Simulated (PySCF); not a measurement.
# C2HBF (SMILES [C]#CBF), step by step

We compute a transition-state search (UPBE50/pc-1), then the harmonic vibrations, then a single-point energy, then a single-point energy (UCCSD(T)/pc-1), then a single-point energy of C2HBF. 

Program for the calculation: PySCF 2.14.0.

### Step 1. The structure to begin with

The species is C2HBF (5 atoms), meant as a doublet with charge 0. As SMILES, `[C]#CBF`. The run starts from this shape.

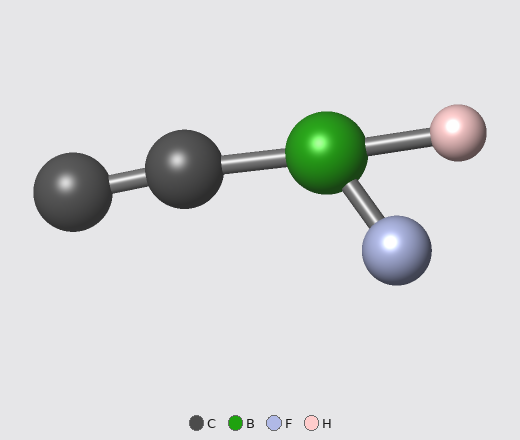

The structure, seen from a chosen angle (carbon dark grey, boron green, fluorine light blue, hydrogen pink).

### Step 2. A saddle-point search at UPBE50/pc-1 (density fitting with cc-pvtz-jkfit) (run 1)

File calc.py:

```python
from pyscf import gto, dft
from pyscf.geomopt.geometric_solver import kernel as optimise

mol = gto.M(
    atom=[
    ('C', (1.058500, -1.069460, 1.493050)),
    ('C', (0.496030, -0.402700, 0.663670)),
    ('B', (-0.283370, 0.325850, -0.413980)),
    ('F', (-1.174790, -0.318040, -1.118520)),
    ('H', (-0.980209, 1.046710, -1.401544)),
],
    max_memory=1860,
    spin=1,
    basis='pc-1',
    verbose=3,
)

myscf = dft.UKS(mol, xc='pbe50')
myscf = myscf.density_fit(auxbasis='cc-pvtz-jkfit')
myscf.max_cycle = 100
converged, mol_eq = optimise(myscf, maxsteps=60, transition=True, hessian=True)
print('converged:', converged)
print(mol_eq.tostring())

myscf.reset(mol_eq)
mol = mol_eq
myscf.kernel()
e_tot = myscf.e_tot
print(f'total energy: {e_tot:.8f} hartree')
```

Started as:

```console
$ OMP_NUM_THREADS=1 python calc.py
```

The program printed:

```text
SCF not converged.
SCF energy = -200.963174767694 after 100 cycles  <S^2> = 0.82022699  2S+1 = 2.0690355

[... 48 lines left out ...]
WARN: Mole.unit (angstrom) is changed to Bohr
[... 87 lines left out ...]
converged SCF energy = -200.984838524005  <S^2> = 0.8203472  2S+1 = 2.0691517
[... 219 lines left out ...]
converged SCF energy = -201.074678531851  <S^2> = 0.81760678  2S+1 = 2.0665012
[... 219 lines left out ...]
converged SCF energy = -201.111598654806  <S^2> = 0.81674008  2S+1 = 2.0656622
[... 211 lines left out ...]
Converged! =D
[... 1 line left out ...]
converged: True
C          -1.07740663       -0.31339217        0.99085586
C          -0.44268671       -0.43516727       -0.02759188
B           0.37327048       -0.52493257       -1.30987280
F           0.47126964       -1.68023592       -1.92579830
H           0.92577376        0.41964940       -1.77239564

converged SCF energy = -201.112301081118  <S^2> = 0.81719693  2S+1 = 2.0661045
total energy: -201.11230108 hartree
```

Wall time 6.9 min (1 thread of Intel Xeon Platinum 8375C at 2.90GHz (Ice Lake), shared host); peak memory 1 GiB.

The path in brief:

```tsv
step	energy from the first frame kept (eV)	largest force (eV/Å)
0	0.0000	7.4221
2	-0.2423	6.5065
4	-0.4927	5.1805
6	-0.5042	5.5262
8	-1.2473	6.2712
10	-1.9372	6.1766
12	-2.5640	5.2555
14	-3.0294	4.0849
16	-3.3699	2.9464
18	-3.5994	1.9558
20	-3.7399	1.1651
22	-3.8163	0.5500
24	-3.8485	0.1446
26	-3.8535	0.1699
28	-3.8539	0.0649
30	-3.8540	0.0188
32	-3.8540	0.0109
```

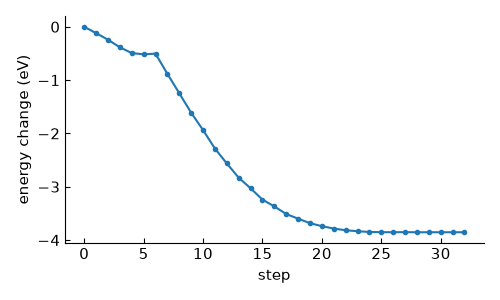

Energy along the run.

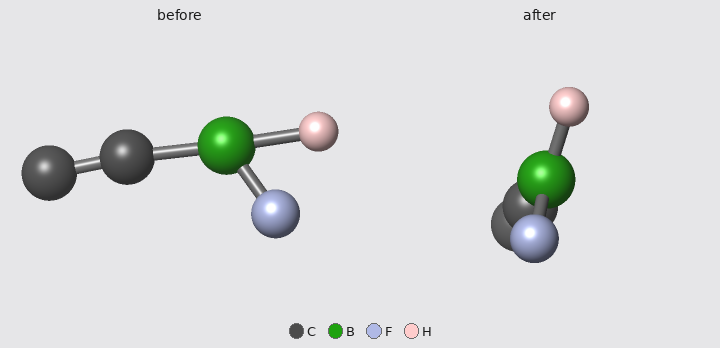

Before and after, at one scale.

After the run. Bond lengths: C1–C2 1.206 Å, C2–B3 1.523 Å, B3–F4 1.313 Å, B3–H5 1.188 Å. Angles: C1–C2–B3 177.5°, C2–B3–F4 119.1°, C2–B3–H5 122.0°, F4–B3–H5 118.8°.

### Step 3. The harmonic vibrations at UPBE50/pc-1 (density fitting with cc-pvtz-jkfit) (run 2)

File run.py:

```python
import numpy
from pyscf import gto, dft, symm
from pyscf.hessian import thermo

mol = gto.Mole()
mol.atom = [
    ('C', (-0.998348, 0.528432, 1.737867)),
    ('C', (-0.363628, 0.406657, 0.719419)),
    ('B', (0.452329, 0.316891, -0.562862)),
    ('F', (0.550329, -0.838412, -1.178787)),
    ('H', (1.004833, 1.261473, -1.025385)),
]
mol.basis = 'pc-1'
mol.spin = 1
mol.max_memory = 1860
mol.verbose = 3
mol.charge = 0
mol.build()

calc0 = dft.UKS(mol, xc='pbe50')
calc0 = calc0.density_fit(auxbasis='cc-pvtz-jkfit')
calc0.max_cycle = 100
calc0.kernel()

energy = calc0.e_tot
print('E = %.10f Eh' % energy)
hess = calc0.Hessian().kernel()
modes = thermo.harmonic_analysis(mol, hess)
print('frequencies (1/cm)', numpy.round(modes['freq_wavenumber'], 1))
symm.geom.TOLERANCE = 1e-3  # for the symmetry number
th = thermo.thermo(calc0, modes['freq_au'], 200, 101325)
thermo.dump_thermo(mol, th)
```

Started as:

```console
$ OMP_NUM_THREADS=1 python run.py
```

The program printed:

```text
converged SCF energy = -201.112301081117  <S^2> = 0.81719707  2S+1 = 2.0661046
E = -201.1123010811 Eh
frequencies (1/cm) [ 191.4  251.9  506.3  911.   913.9 1143.4 1394.3 2270.5 2792.1]
temperature 200.0000 [K]
pressure 101325.00 [Pa]
Rotational constants [GHz] 54.91917 4.67508 4.30833
Symmetry number 1
Zero-point energy (ZPE) 0.02364 [Eh]   62055.260 [J/mol]
                           tot       elec      trans        rot        vib
Entropy [J/mol/K]       260.141      5.763    150.388     92.046     11.944
Cv [J/mol/K]             42.677      0.000     12.472     12.472     17.734
Cp [J/mol/K]             50.991      0.000     20.786     12.472     17.734
Internal energy [J/mol]                      2494.338   2494.338  63614.539
Internal energy [Eh]   -201.08617  -201.11230
Enthalpy [J/mol]                             4157.230   2494.338  63614.539
Enthalpy [Eh]          -201.08554
Gibbs free energy [J/mol]                  -25920.342 -15914.839  61225.642
Gibbs free energy [Eh] -201.10535
```

It took 68 s on 1 thread of Intel Xeon Platinum 8375C at 2.90GHz (Ice Lake), shared host; peak memory 1 GiB.

### Step 4. A single-point energy at UPBE50/pc-1 (density fitting with cc-pvtz-jkfit) (run 4)

File job.py:

```python
from pyscf import gto, dft

mol = gto.M(
    atom=[
    ('C', (1.058500, -1.069460, 1.493050)),
    ('C', (0.496030, -0.402700, 0.663670)),
    ('B', (-0.283370, 0.325850, -0.413980)),
    ('F', (-1.174790, -0.318040, -1.118520)),
    ('H', (-0.096370, 1.464350, -0.624220)),
],
    verbose=3,
    basis='pc-1',
    charge=0,
    max_memory=1860,
    spin=1,
)

mf = dft.UKS(mol, xc='pbe50')
mf = mf.density_fit(auxbasis='cc-pvtz-jkfit')
mf.max_cycle = 100
mf.kernel()

etot = mf.e_tot
print('Final energy', etot)
```

Started as:

```console
$ OMP_NUM_THREADS=1 python job.py
```

The program printed:

```text
converged SCF energy = -201.11167706129  <S^2> = 0.81452354  2S+1 = 2.063515
Final energy -201.11167706128953
```

It took 9 s on 1 thread of Intel Xeon Platinum 8375C at 2.90GHz (Ice Lake), shared host; peak memory 0.29 GiB.

### Step 5. The energy at UCCSD(T)/pc-1 (run 5)

File geometry.xyz:

```xyz
5
C2HBF
C     -1.077407    -0.313392     0.990856
C     -0.442687    -0.435167    -0.027592
B      0.373270    -0.524933    -1.309873
F      0.471270    -1.680236    -1.925798
H      0.925774     0.419649    -1.772396
```

File job.py:

```python
from pyscf import gto, cc

mol = gto.M(
    atom='geometry.xyz',
    verbose=4,
    spin=1,
    max_memory=1860,
    basis='pc-1',
    charge=0,
)

mf = mol.UHF()
mf = mf.newton()
mf.kernel()

mycc = cc.CCSD(mf)
mycc.kernel()
e_t = mycc.ccsd_t()
etot = mycc.e_tot + e_t
print('E(%s) = %.9f' % ('CCSD(T)', etot))
```

Started as:

```console
$ OMP_NUM_THREADS=1 python job.py
```

The program printed:

```text
PySCF version 2.14.0

[... 65 lines left out ...]
converged SCF energy = -200.296180437175  <S^2> = 1.1320526  2S+1 = 2.3512147
[... 11 lines left out ...]
Init t2, MP2 energy = -0.457557960932514
[... 25 lines left out ...]
UCCSD converged
[... 2 lines left out ...]
E(CCSD(T)) = -200.808080230
```

Run time: 61 s. Hardware: 1 thread of Intel Xeon Platinum 8375C at 2.90GHz (Ice Lake), shared host; peak memory 0.67 GiB.

### Step 6. The energy at UCCSD(T)/pc-1 (run 6)

File start.xyz:

```xyz
5

C      1.058500    -1.069460     1.493050
C      0.496030    -0.402700     0.663670
B     -0.283370     0.325850    -0.413980
F     -1.174790    -0.318040    -1.118520
H     -0.096370     1.464350    -0.624220
```

File job.py:

```python
from pyscf import gto, scf, cc

mol = gto.M(
    atom='start.xyz',
    charge=0,
    symmetry=True,
    spin=1,
    verbose=4,
    max_memory=1860,
    basis='pc-1',
)

mf = scf.UHF(mol)
mf = mf.newton()
mf.kernel()

mycc = cc.CCSD(mf)
mycc.kernel()
e_t = mycc.ccsd_t()
e_final = mycc.e_tot + e_t
print('E(%s) = %.9f' % ('CCSD(T)', e_final))
```

Started as:

```console
$ OMP_NUM_THREADS=1 python job.py
```

The program printed:

```text
PySCF version 2.14.0

[... 70 lines left out ...]
converged SCF energy = -200.295316687178  <S^2> = 1.1257776  2S+1 = 2.3458709
[... 11 lines left out ...]
Init t2, MP2 energy = -0.457639467268378
[... 26 lines left out ...]
UCCSD converged
[... 2 lines left out ...]
E(CCSD(T)) = -200.807049984
```

Run time: 58 s. Hardware: 1 thread of Intel Xeon Platinum 8375C at 2.90GHz (Ice Lake), shared host; peak memory 0.66 GiB.

### Step 7. What came out

| quantity | value |
| --- | --- |
| run 1, UPBE50/pc-1: total energy at the end | -201.11230 Eh |
| run 1, UPBE50/pc-1: dipole moment | 0.95 D |
| run 1, UPBE50/pc-1: HOMO energy (highest over α and β) | -10.07 eV |
| run 1, UPBE50/pc-1: LUMO energy (lowest over α and β) | -3.74 eV |
| run 1, UPBE50/pc-1: ⟨S²⟩ | 0.817 |
| run 2, UPBE50/pc-1: lowest harmonic wavenumber | 191 cm⁻¹ |
| run 2, UPBE50/pc-1: highest harmonic wavenumber | 2792 cm⁻¹ |
| run 2, UPBE50/pc-1: zero-point energy | 62.1 kJ/mol |
| run 2, UPBE50/pc-1: ideal-gas entropy at 200 K (symmetry number 1 as used) | 62.2 cal/(mol K) |
| run 4, UPBE50/pc-1: total energy | -201.11168 Eh |
| run 4, UPBE50/pc-1: dipole moment | 0.89 D |
| run 4, UPBE50/pc-1: HOMO energy (highest over α and β) | -10.08 eV |
| run 4, UPBE50/pc-1: LUMO energy (lowest over α and β) | -3.73 eV |
| run 4, UPBE50/pc-1: ⟨S²⟩ | 0.815 |
| run 5, UCCSD(T)/pc-1: total energy | -200.80808 Eh |
| run 5, UCCSD(T)/pc-1: dipole moment (Hartree–Fock density) | 1.14 D |
| run 5, UCCSD(T)/pc-1: HOMO energy (Hartree–Fock orbitals) (highest over α and β) | -11.70 eV |
| run 5, UCCSD(T)/pc-1: LUMO energy (Hartree–Fock orbitals) (lowest over α and β) | 0.55 eV |
| run 5, UCCSD(T)/pc-1: correlation energy | -511.9 mEh |
| run 5, UCCSD(T)/pc-1: (T) correction | -16.19 mEh |
| run 5, UCCSD(T)/pc-1: ⟨S²⟩ of the reference determinant | 1.132 |
| run 5, UCCSD(T)/pc-1: T1 diagnostic | 0.038 |
| run 6, UCCSD(T)/pc-1: total energy | -200.80705 Eh |
| run 6, UCCSD(T)/pc-1: dipole moment (Hartree–Fock density) | 1.03 D |
| run 6, UCCSD(T)/pc-1: HOMO energy (Hartree–Fock orbitals) (highest over α and β) | -11.72 eV |
| run 6, UCCSD(T)/pc-1: LUMO energy (Hartree–Fock orbitals) (lowest over α and β) | 0.56 eV |

What this shows: Mulliken charges (run 1, UPBE50/pc-1) run from -0.27 on F4 to +0.57 on B3. All 9 modes (run 2, UPBE50/pc-1) are real, so the shape is a minimum at this level. Mulliken charges (run 2, UPBE50/pc-1) run from -0.27 on F4 to +0.57 on B3; they depend strongly on the basis. Mulliken charges (run 4, UPBE50/pc-1) run from -0.26 on F4 to +0.57 on B3. ⟨S²⟩ (run 5, UCCSD(T)/pc-1) is 1.13 where a pure doublet has 0.75: the reference is spin-contaminated. The triples (run 5, UCCSD(T)/pc-1) make up 3.2 % of the correlation energy.
